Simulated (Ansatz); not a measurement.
**LiMg3 (Fm-3m): convergence test of the k-point mesh from a Python script**

How fine a k-point mesh does LiMg3 (Fm-3m) need? A script is to give a convergence test of the k-point mesh; the system is LiMg3 (Fm-3m).

Computed with Ansatz 0.2.0, driven from Python. Level of theory: DFT LDA, plane waves, PAW.

### 1 Starting point

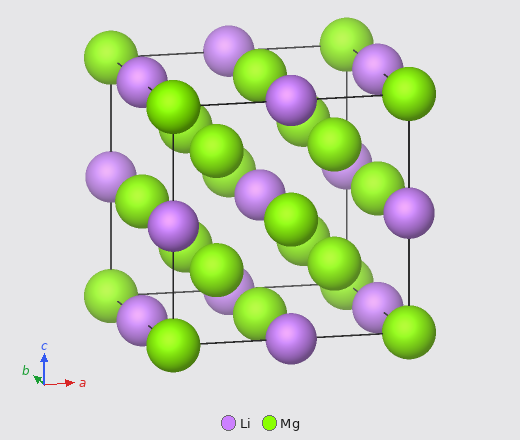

The structure that the script starts from, seen slightly off an axis (lithium purple, magnesium green). The cell is the conventional one. Atoms on cell faces are repeated.

The script reads POSCAR_limg3:

```text
LiMg3
1.0
   0.00000000    3.48368533    3.48368533
   3.48368533    0.00000000    3.48368533
   3.48368533    3.48368533    0.00000000
Li Mg
1 3
Direct
   0.50000000    0.50000000    0.50000000
   0.00000000    0.00000000    0.00000000
   0.25000000    0.25000000    0.25000000
   0.75000000    0.75000000    0.75000000
```

### 2 The script

Input file limg3_kconv.py:

```python
"""Convergence of LiMg3 with the k-point mesh."""

import ansatz
from ase.io import read
import matplotlib.pyplot as plt


def main() -> None:
    atoms = read("POSCAR_limg3", format="vasp")
    limg3 = ansatz.Crystal.from_ase(atoms)

    setup = limg3.calculation()
    setup = setup.functional("LDA")
    setup = setup.occupations(ansatz.OccupationsMethod.FERMI_DIRAC, width=0.15)
    setup = setup.forces()
    setup = setup.stress()

    rows = []
    for value in [(2, 2, 2), (3, 3, 3), (4, 4, 4), (5, 5, 5), (6, 6, 6), (7, 7, 7)]:
        summary = setup.kpoints(*value).run().report
        rows.append((value, summary["free_energy_ev"] / len(summary["lattice"]["sites"]), summary["n_iterations"], sum(summary["stress_gpa"][i][i] for i in range(3)) / 3, max(abs(f) for row in summary["forces_ev_ang"] for f in row), summary["n_kpoints"]))

    print("        mesh   F/atom (eV)    iterations       P (GPa)  max component (eV/A)      k-points")
    for row in rows:
        print(f"{str(row[0]):>12s}  {row[1]:12.5f}  {row[2]:12d}  {row[3]:12.3f}  {row[4]:20.4f}  {row[5]:12d}")

    # differences from the last row
    for row in rows[:-1]:
        shift = 1000 * (row[1] - rows[-1][1])
        print(f"{row[0]}: {shift:+.2f} meV/atom" + ("  (within 5 meV)" if abs(shift) < 5 else ""))
    plt.figure(figsize=(4.5, 3))
    plt.plot([str(row[0]) for row in rows], [1000 * (row[1] - rows[-1][1]) for row in rows], "o-")
    plt.xlabel("mesh")
    plt.ylabel("F - F(last) (meV/atom)")
    plt.tight_layout()
    plt.savefig("kconv.png", dpi=100)


if __name__ == "__main__":
    main()
```

### 3 The input behind the calls

The engine receives this input (first run):

```yaml
crystal:
  lattice:
    - [0.0, 3.48368533, 3.48368533]
    - [3.48368533, 0.0, 3.48368533]
    - [3.48368533, 3.48368533, 0.0]
  atoms:
    - { symbol: Li, position: [0.5, 0.5, 0.5] }
    - { symbol: Mg, position: [0.0, 0.0, 0.0] }
    - { symbol: Mg, position: [0.25, 0.25, 0.25] }
    - { symbol: Mg, position: [0.75, 0.75, 0.75] }
kpoints:
  mp_grid:
    grid: [2, 2, 2]
hamiltonian:
  xc: lda
scf:
  occupations:
    method: fermi_dirac
    width: 0.15
output:
  forces: true
  stress: true
```

### 4 Running it

Run with:

```
python limg3_kconv.py
```

The log of the run:

```text
DeckWarning: basis.ecutwfc = 420 eV, auto-derived from the records' recommended cutoffs: set by Li (normal level)
        mesh   F/atom (eV)    iterations       P (GPa)  max component (eV/A)      k-points
   (2, 2, 2)   -1476.35694             6         1.390                0.0000             3
   (3, 3, 3)   -1476.60908             6        -0.776                0.0000             4
   (4, 4, 4)   -1476.64050             6        -1.074                0.0000             8
   (5, 5, 5)   -1476.65685             6        -1.120                0.0000            10
   (6, 6, 6)   -1476.65862             6        -1.087                0.0000            16
   (7, 7, 7)   -1476.65994             6        -1.091                0.0000            20
(2, 2, 2): +303.00 meV/atom
(3, 3, 3): +50.87 meV/atom
(4, 4, 4): +19.45 meV/atom
(5, 5, 5): +3.09 meV/atom  (within 5 meV)
(6, 6, 6): +1.33 meV/atom  (within 5 meV)
```

(Warnings from the package without file and line.)

Wall time 6.6 s (1 thread of Arm Neoverse V2, shared host); peak memory 0.46 GiB.

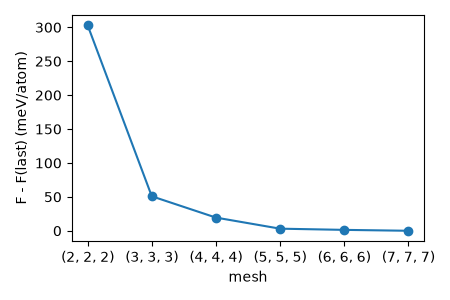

kconv.png, as the script drew it.

### 5 Inputs of later runs

The engine's inputs for some of the other runs:

Run 3, against run 1:

```diff
@@ -13 +13 @@
-    grid: [2, 2, 2]
+    grid: [4, 4, 4]
```

Run 5, against run 1:

```diff
@@ -13 +13 @@
-    grid: [2, 2, 2]
+    grid: [6, 6, 6]
```

Run 6, against run 1:

```diff
@@ -13 +13 @@
-    grid: [2, 2, 2]
+    grid: [7, 7, 7]
```

### 6 The engine's runs

One row for each of the 6 runs:

| run | k mesh | energy from run 6 (meV/atom) | pressure (GPa) | SCF cycles | CPU time (s) |
| --- | --- | --- | --- | --- | --- |
| 1 | [2, 2, 2] | 303.00 | 1.39 | 6 | 0.43 |
| 2 | [3, 3, 3] | 50.87 | -0.78 | 6 | 0.43 |
| 3 | [4, 4, 4] | 19.45 | -1.07 | 6 | 0.68 |
| 4 | [5, 5, 5] | 3.09 | -1.12 | 6 | 0.81 |
| 5 | [6, 6, 6] | 1.33 | -1.09 | 6 | 1.1 |
| 6 | [7, 7, 7] | 0.00 | -1.09 | 6 | 1.4 |

Energies are free energies F = E - TS of the smeared occupations. 

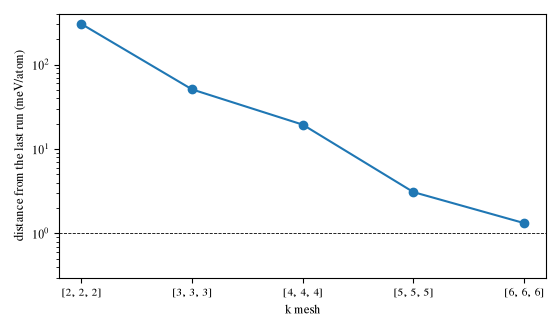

How far each run lies from the last one; the dashed line marks 1 meV/atom.

### 7 What came out

```
                              quantity           value
                         runs compared               6
       last run but one, from the last  +1.33 meV/atom
within 5 meV/atom of the last run from       [5, 5, 5]
```

From 5×5×5 on it stays within 5 meV an atom of the value at 7×7×7; the first row (2×2×2) is off by 303.0 meV and the last but one by 1.33 meV. This holds for F at a smearing of 0.15 eV; a narrower one needs a denser mesh. The pressure moves from 1.39 to -1.09 GPa. The smearing is wide enough that free energy and stress hold a thermal part of the electrons. Forces vanish by symmetry here and test nothing. Pressure is positive in compression. The structure comes from a database of computed cells and needn't be a stable or known phase. Shifts are counted from the finest mesh, which is itself no proven limit.
